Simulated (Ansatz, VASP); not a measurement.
# Cross-check of CdS (Hawleyite) between VASP and Ansatz, part 2 of 3

Aim: how closely do two programs agree when they are given the same cell, functional and k mesh? The cell is taken from a series of VASP runs on this material, whose earlier steps may have relaxed, scaled or displaced it; both programs get it as it stands. Valence electrons are named where the data sets of a main pair hold unlike numbers.

VASP 6.6.1 and Ansatz 0.2.0.

So far. Step 2 (VASP: band structure, LDA): The run ends at a pressure of -0.31 GPa.

### 5. VASP: band structure, LDA, spin-orbit coupling

Level of this step: LDA, spin-orbit coupling; plane waves and PAW (Cd, S) (VASP).

Levels along a path test the potential and the projectors away from the mesh points. The cell compared in this pair holds 49.62 Å³, against 48.01 Å³ for the pair before.

Input file INCAR:

```
SYSTEM = CdS
PREC = Accurate
ENCUT = 350
EDIFF = 1E-06
NELM = 100
ISMEAR = 0
SIGMA = 0.03
LREAL = .FALSE.
ALGO = Normal
GGA = CA
LNONCOLLINEAR = .TRUE.
MAGMOM = 0 0 0 0 0 0
NBANDS = 30
GGA_COMPAT = .FALSE.
LASPH = .TRUE.
LSORBIT = .TRUE.
LORBIT = 11
LWAVE = .FALSE.
LCHARG = .FALSE.
KPAR = 4
```

Input file POSCAR:

```
CdS
1.0
    0.0000000000      2.9165000000      2.9165000000
    2.9165000000      0.0000000000      2.9165000000
    2.9165000000      2.9165000000      0.0000000000
Cd S
1 1
Direct
    0.0000000000      0.0000000000      0.0000000000
    0.7500000000      0.7500000000      0.7500000000
```

Input file KPOINTS:

```
Automatic mesh
0
Gamma
6 6 6
0 0 0
```

Input file KPOINTS_OPT:

```
Line mode
10
Line-mode
Reciprocal
  0.00000000   0.00000000   0.00000000 GAMMA
  0.50000000   0.00000000   0.50000000 X

  0.50000000   0.00000000   0.50000000 X
  0.50000000   0.25000000   0.75000000 W

  0.50000000   0.25000000   0.75000000 W
  0.37500000   0.37500000   0.75000000 K

  0.37500000   0.37500000   0.75000000 K
  0.00000000   0.00000000   0.00000000 GAMMA

  0.00000000   0.00000000   0.00000000 GAMMA
  0.50000000   0.50000000   0.50000000 L

  0.50000000   0.50000000   0.50000000 L
  0.62500000   0.25000000   0.62500000 U

  0.62500000   0.25000000   0.62500000 U
  0.50000000   0.25000000   0.75000000 W

  0.50000000   0.25000000   0.75000000 W
  0.50000000   0.50000000   0.50000000 L

  0.50000000   0.50000000   0.50000000 L
  0.37500000   0.37500000   0.75000000 K

  0.62500000   0.25000000   0.62500000 U
  0.50000000   0.00000000   0.50000000 X
```

PAW data sets: Cd and S (LDA family, release 64).

The run is started by

```
$ mpirun -np 4 vasp_ncl
```

Numbers of over 12 decimals in the logs are rounded to 6 here.

Log:

```text
[... set-up lines as in an earlier step ...]
 entering main loop
       N       E                     dE             d eps       ncg     rms          rms(c)
DAV:   1     0.962992991365E+02    0.96299E+02   -0.71134E+03  1368   0.809E+02
DAV:   2    -0.313308948045E+01   -0.99432E+02   -0.95552E+02  1512   0.250E+02
DAV:   3    -0.789966450110E+01   -0.47666E+01   -0.47404E+01  1570   0.558E+01
DAV:   4    -0.793952236701E+01   -0.39858E-01   -0.39850E-01  1492   0.493E+00
[...]
DAV:  11    -0.742217972911E+01    0.92875E-05   -0.18221E-04  1606   0.184E-01    0.439E-02
DAV:  12    -0.742217304893E+01    0.66802E-05   -0.29953E-05  1534   0.742E-02    0.721E-03
DAV:  13    -0.742217325169E+01   -0.20276E-06   -0.26662E-06  1482   0.117E-02
   1 F= -.74221733E+01 E0= -.74221733E+01  d E =-.133131E-23  mag=     0.0000     0.0000     0.0000
 Start KPOINTS_OPT (optional k-point list driver)
k-point batch [1-22\100]
       N       E                     dE             ncg
DAV:   1     0.295885590836E+03   -0.81879E+04     1360
DAV:   2    -0.187906084814E+04   -0.21749E+04     1518
DAV:   3    -0.197801166732E+04   -0.98951E+02     1600
DAV:   4    -0.197875701291E+04   -0.74535E+00     1524
DAV:   5    -0.197876770567E+04   -0.10693E-01     1608
DAV:   6    -0.197876792637E+04   -0.22070E-03     1546
DAV:   7    -0.197876793188E+04   -0.55112E-05     1606
DAV:   8    -0.197876793202E+04   -0.13961E-06     1098
[...]
k-point batch [89-100\100]
       N       E                     dE             ncg
DAV:   1     0.454815667613E+04   -0.59540E+04      752
DAV:   2     0.339895905100E+04   -0.11492E+04      816
DAV:   3     0.334840317527E+04   -0.50556E+02      908
DAV:   4     0.334804175498E+04   -0.36142E+00      850
DAV:   5     0.334803676836E+04   -0.49866E-02      902
DAV:   6     0.334803667457E+04   -0.93788E-04      866
DAV:   7     0.334803667251E+04   -0.20653E-05      904
DAV:   8     0.334803667246E+04   -0.42609E-07      580
```

Parts of OUTCAR (step 5):

```text
  Total       -0.7520936     -0.7520936     -0.7520936      0.0000000      0.0000000     -0.0000000
  in kB      -24.2865904    -24.2865904    -24.2865904      0.0000000      0.0000000     -0.0000000
  external PRESSURE =     -24.2865904 kB  Pullay stress =       0.0000000 kB

 POSITION                                       TOTAL-FORCE (eV/Angst)
 -----------------------------------------------------------------------------------
      0.00000      0.00000      0.00000        -0.000000      0.000000      0.000000
      4.37475      4.37475      4.37475         0.000000     -0.000000     -0.000000
 -----------------------------------------------------------------------------------
    total drift:                               -0.000000     -0.000000     -0.000000

  FREE ENERGIE OF THE ION-ELECTRON SYSTEM (eV)
  ---------------------------------------------------
  free  energy   TOTEN  =        -7.4221732517 eV

  energy  without entropy=       -7.4221732517  energy(sigma->0) =       -7.42217325

 magnetization (x)
# of ion       s       p       d       tot
------------------------------------------
    1        0.000  -0.000   0.000  -0.000
    2       -0.000   0.000   0.000  -0.000
--------------------------------------------------
tot         -0.000  -0.000   0.000  -0.000

 magnetization (y)
# of ion       s       p       d       tot
------------------------------------------
    1        0.000   0.000   0.000   0.000
    2        0.000   0.000   0.000   0.000
--------------------------------------------------
tot          0.000   0.000   0.000   0.000

 magnetization (z)
# of ion       s       p       d       tot
------------------------------------------
    1       -0.000  -0.000  -0.000  -0.000
    2        0.000  -0.000   0.000  -0.000
--------------------------------------------------
tot         -0.000  -0.000  -0.000  -0.000

[... 3 further parts left out ...]
[key lines of the parts left out:]
E-fermi :   1.3517
```

The run ends at a pressure of -2.43 GPa.

### 6. Ansatz: band structure, LDA, spin-orbit coupling

The same cell, functional (in two slightly different forms), mesh and smearing now go to Ansatz, which takes its cutoff from its data sets.

The cell is taken from a series of VASP runs on this material, whose earlier steps may have relaxed, scaled or displaced it; both programs get it as it stands.

Input file input.yaml:

```yaml
crystal:
  lattice:
    - [0.0, 2.9165, 2.9165]
    - [2.9165, 0.0, 2.9165]
    - [2.9165, 2.9165, 0.0]
  atoms:
    - { symbol: Cd, position: [0.0, 0.0, 0.0] }
    - { symbol: S, position: [0.75, 0.75, 0.75] }
hamiltonian:
  xc: lda
  pseudopotentials: { kind: paw_fr }
magnetization:
  noncollinear: true
  spin_orbit: true
kpoints:
  mp_grid: { grid: [6, 6, 6] }
  band_path:
    path:
      - [0.0, 0.0, 0.0]
      - [0.16667, 0.0, 0.16667]
      - [0.33333, 0.0, 0.33333]
      - [0.5, 0.0, 0.5]
      - [0.5, 0.08333, 0.58333]
      - [0.5, 0.19444, 0.69444]
      - [0.5, 0.25, 0.75]
      - [0.45833, 0.29167, 0.75]
      - [0.40278, 0.34722, 0.75]
      - [0.375, 0.375, 0.75]
      - [0.20833, 0.20833, 0.41667]
      - [0.08333, 0.08333, 0.16667]
      - [0.0, 0.0, 0.0]
      - [0.22222, 0.22222, 0.22222]
      - [0.38889, 0.38889, 0.38889]
      - [0.51389, 0.47222, 0.51389]
      - [0.55556, 0.38889, 0.55556]
      - [0.61111, 0.27778, 0.61111]
      - [0.61111, 0.25, 0.63889]
      - [0.56944, 0.25, 0.68056]
      - [0.51389, 0.25, 0.73611]
      - [0.5, 0.27778, 0.72222]
      - [0.5, 0.38889, 0.61111]
      - [0.5, 0.47222, 0.52778]
      - [0.48611, 0.48611, 0.52778]
      - [0.43056, 0.43056, 0.63889]
      - [0.38889, 0.38889, 0.72222]
      - [0.59722, 0.19444, 0.59722]
      - [0.55556, 0.11111, 0.55556]
      - [0.5, 0.0, 0.5]
    npoints: 1
scf:
  occupations: { method: gaussian, width: 0.03 }
  n_extra_bands: 14
output:
  forces: true
  stress: true
  eigenvalues: true
```

The run is started by

```
$ ansatz run input.yaml --threads 2 --pin off --max-ram 4608MiB --backend cpu --events-out ev --progress --plain --runs-dir out
```

Log:

```text
[...]
non-collinear run that drives no moment, with spin-orbit: no starting moment large enough to seed its density (crystal.atoms[].spin), no starting occupations that ask for one, no magnetisation constraint and no magnetic field, so the semilocal B_xc is pinned to zero
Crystal: 2 atoms, lattice volume = 49.615 Å³
Basis set: ecut = 420 eV, 941 PW (Γ)
[...]
k-point 1: bands = [... 22 lower, 6.4029, 6.4029, 6.4249, 6.4542, 8.7128, 8.7128, 12.5592, 12.5592, ... 10 higher]
  k-point 2: bands = [... 22 lower, 6.0173, 6.0173, 6.0468, 6.0753, 9.3586, 9.3586, 13.0891, 13.0891, ... 10 higher]
  k-point 15: bands = [... 22 lower, 4.3484, 4.4303, 4.4561, 4.4846, 11.1225, 11.1494, 11.5425, 11.5657, ... 10 higher]
[key lines of the parts left out:]
SCF converged after 7 iterations
Magnetization: |M| = 0.0000 μB,  M = (+0.0000, +0.0000, +0.0000) μB
Free energy (F): -8991.235260 eV
Fermi energy:    7.071570 eV
P = ⅓ Tr σ = -2.5117 GPa (-25.117 kbar)
```

Elapsed: 8.7 s, on 2 threads of Intel Xeon Platinum 8259CL at 2.50GHz (Skylake/Cascade Lake), shared host; peak memory 0.48 GiB.

### 7. Side by side

What differs besides the data sets and the points named for the pairs above, as far as they apply: spin-orbit coupling enters by fully relativistic files in Ansatz and inside the spheres in VASP; the data sets hold 26 valence electrons in Ansatz (on its fully relativistic PAW (standard-fr) files) and 18 in VASP. Total energies have different zeros and are not compared.

The two programs side by side:

```
                     quantity  Ansatz   VASP  difference
               pressure (GPa)   -2.51  -2.43       -0.08
gap over the path points (eV)   0.847  0.871      -0.024
```

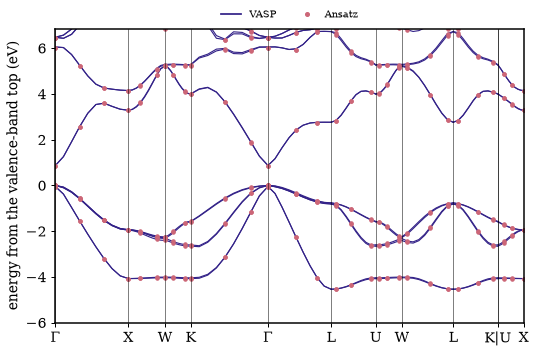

Bands from VASP (lines) and levels from Ansatz (dots). Dots without a line are higher empty bands that the VASP plot leaves out.

Levels at points of the path, from each program's valence-band top (eV; 8 filled, then empty):

```
k (reciprocal lattice)                                                                         Ansatz                                                                           VASP
     0.000 0.000 0.000      -7.15 -7.15 -0.05 -0.05 0.00 0.00 0.00 0.00 0.85 0.85 6.02 6.02 6.45 6.45      -7.17 -7.17 -0.05 -0.05 0.00 0.00 0.00 0.00 0.87 0.87 6.05 6.05 6.48 6.48
     0.167 0.000 0.167  -7.11 -7.11 -1.56 -1.56 -0.58 -0.58 -0.56 -0.56 2.55 2.55 5.23 5.23 6.97 6.97  -7.12 -7.12 -1.55 -1.55 -0.58 -0.58 -0.56 -0.56 2.57 2.57 5.25 5.25 7.01 7.01
     0.333 0.000 0.333  -6.95 -6.95 -3.20 -3.20 -1.53 -1.53 -1.50 -1.50 3.59 3.59 4.24 4.24 8.10 8.10  -6.96 -6.96 -3.20 -3.20 -1.53 -1.53 -1.51 -1.51 3.60 3.60 4.26 4.26 8.13 8.13
     0.500 0.000 0.500  -6.69 -6.69 -4.07 -4.07 -1.95 -1.95 -1.93 -1.93 3.29 3.29 4.14 4.14 8.89 8.89  -6.70 -6.70 -4.07 -4.07 -1.95 -1.95 -1.94 -1.94 3.29 3.29 4.15 4.15 8.94 8.94
     0.500 0.083 0.583  -6.69 -6.62 -4.07 -4.05 -2.08 -2.03 -2.02 -2.01 3.62 3.65 4.37 4.37 8.64 8.65  -6.70 -6.62 -4.07 -4.05 -2.08 -2.04 -2.03 -2.01 3.61 3.64 4.38 4.39 8.69 8.70
     0.500 0.194 0.694  -6.63 -6.49 -4.04 -4.02 -2.35 -2.27 -2.23 -2.20 4.81 4.82 5.06 5.09 7.38 7.55  -6.64 -6.50 -4.04 -4.02 -2.36 -2.28 -2.24 -2.21 4.82 4.83 5.09 5.12 7.41 7.58
     0.500 0.250 0.750  -6.62 -6.47 -4.04 -4.01 -2.40 -2.31 -2.27 -2.24 5.20 5.22 5.23 5.26 6.85 7.07  -6.63 -6.47 -4.04 -4.01 -2.41 -2.32 -2.28 -2.25 5.21 5.23 5.26 5.29 6.88 7.10
     0.458 0.292 0.750  -6.63 -6.48 -4.05 -4.02 -2.51 -2.45 -2.06 -2.00 4.81 4.83 5.25 5.28 7.16 7.32  -6.64 -6.49 -4.05 -4.01 -2.52 -2.46 -2.06 -2.01 4.82 4.84 5.28 5.30 7.19 7.35
     0.403 0.347 0.750  -6.66 -6.51 -4.07 -4.04 -2.63 -2.57 -1.66 -1.63 4.10 4.11 5.24 5.26 8.01 8.07  -6.67 -6.52 -4.07 -4.04 -2.64 -2.58 -1.67 -1.64 4.10 4.12 5.27 5.28 8.04 8.11
     0.375 0.375 0.750  -6.66 -6.52 -4.08 -4.04 -2.65 -2.59 -1.59 -1.57 3.99 4.00 5.24 5.25 8.18 8.23  -6.67 -6.52 -4.08 -4.04 -2.65 -2.60 -1.59 -1.58 3.99 4.00 5.26 5.28 8.21 8.27
```

Among the levels compared at these points, filled levels agree within 12 meV and empty ones within 44 meV.

### 8. VASP: band structure, r2SCAN, spin-orbit coupling

Levels along a path test the potential and the projectors away from the mesh points.

Changes to INCAR since step 5:

```diff
@@ -9,3 +9,4 @@
 ALGO = Normal
-GGA = CA
+METAGGA = R2SCAN
+LASPH = .TRUE.
 LNONCOLLINEAR = .TRUE.
@@ -14,3 +15,2 @@
 GGA_COMPAT = .FALSE.
-LASPH = .TRUE.
 LSORBIT = .TRUE.
```

POSCAR is that of step 5.

KPOINTS is that of step 5.

KPOINTS_OPT is that of step 5.

The projector-augmented-wave data sets are Cd and S (PBE family, release 64).

The run is started by

```
$ mpirun -np 4 vasp_ncl
```

Log:

```text
[banner, memory and clock lines left out]
running    4 mpi-ranks, on    1 nodes
[...]
|                                                                             |
|               ----> ADVICE to this user running VASP <----                  |
|                                                                             |
|     You enforced a specific xc type in the INCAR file but a different       |
|     [... a line on the potential file left out ...]
|     I HOPE YOU KNOW WHAT YOU ARE DOING!                                     |
|                                                                             |

 LDA part: xc-table for (None), standard interpolation
 POSCAR, INCAR and KPOINTS ok, starting setup
[...]
entering main loop
       N       E                     dE             d eps       ncg     rms          rms(c)
DAV:   1     0.703360502979E+02    0.70336E+02   -0.72450E+03  1376   0.824E+02
DAV:   2    -0.300896418276E+02   -0.10043E+03   -0.96559E+02  1500   0.252E+02
[...]
DAV:  14    -0.297005221123E+02    0.51331E-06   -0.90199E-07  1258   0.945E-03
   1 F= -.29700522E+02 E0= -.29700522E+02  d E =-.173101E-25  mag=     0.0000     0.0000     0.0000
 Start KPOINTS_OPT (optional k-point list driver)
k-point batch [1-22\100]
       N       E                     dE             ncg
DAV:   1     0.240983296287E+03   -0.82428E+04     1368
DAV:   2    -0.196673737669E+04   -0.22077E+04     1524
DAV:   3    -0.206479917728E+04   -0.98062E+02     1598
DAV:   4    -0.206550773011E+04   -0.70855E+00     1534
DAV:   5    -0.206551775842E+04   -0.10028E-01     1578
DAV:   6    -0.206551796347E+04   -0.20505E-03     1568
DAV:   7    -0.206551796859E+04   -0.51122E-05     1532
DAV:   8    -0.206551796873E+04   -0.14482E-06     1074
[...]
k-point batch [89-100\100]
       N       E                     dE             ncg
DAV:   1     0.451784721421E+04   -0.59843E+04      752
DAV:   2     0.335108970998E+04   -0.11668E+04      822
DAV:   3     0.330106785666E+04   -0.50022E+02      916
DAV:   4     0.330072951943E+04   -0.33834E+00      830
DAV:   5     0.330072481878E+04   -0.47007E-02      898
DAV:   6     0.330072473345E+04   -0.85325E-04      832
DAV:   7     0.330072473160E+04   -0.18584E-05      898
DAV:   8     0.330072473156E+04   -0.36748E-07      598
```

Parts of OUTCAR (step 8):

```text
  Total        0.4221870      0.4221870      0.4221870      0.0000000      0.0000000     -0.0000000
  in kB       13.6332527     13.6332527     13.6332527      0.0000000      0.0000000     -0.0000000
  external PRESSURE =      13.6332527 kB  Pullay stress =       0.0000000 kB

 POSITION                                       TOTAL-FORCE (eV/Angst)
 -----------------------------------------------------------------------------------
      0.00000      0.00000      0.00000         0.000000      0.000000     -0.000000
      4.37475      4.37475      4.37475        -0.000000     -0.000000      0.000000
 -----------------------------------------------------------------------------------
    total drift:                                0.000000      0.000000      0.000000

  FREE ENERGIE OF THE ION-ELECTRON SYSTEM (eV)
  ---------------------------------------------------
  free  energy   TOTEN  =       -29.7005221123 eV

  energy  without entropy=      -29.7005221123  energy(sigma->0) =      -29.70052211

 magnetization (x)
# of ion       s       p       d       tot
------------------------------------------
    1       -0.000   0.000   0.000  -0.000
    2       -0.000   0.000   0.000   0.000
--------------------------------------------------
tot         -0.000   0.000   0.000   0.000

 magnetization (z)
# of ion       s       p       d       tot
------------------------------------------
    1       -0.000  -0.000   0.000  -0.000
    2       -0.000  -0.000   0.000  -0.000
--------------------------------------------------
tot         -0.000  -0.000   0.000  -0.000

[... 3 parts as in an earlier step ...]

[... 1 further part left out ...]
[key lines of the parts left out:]
E-fermi :   1.2805
```

The run ends at a pressure of 1.36 GPa.

(Continued in part 3 of 3.)

[Lines on the potential files, build, host, timing and source positions are cut from VASP's logs without a mark.]

[Logs are printed without paths, hosts, clocks, repeated set-up lines and the standing remarks that a program may print on its own settings, such as how far it seeks lower states.]

[Hosts, paths, dates, database ids (printed as entryN), source tags and the programs' standing remarks are cut or masked in the printed files.]
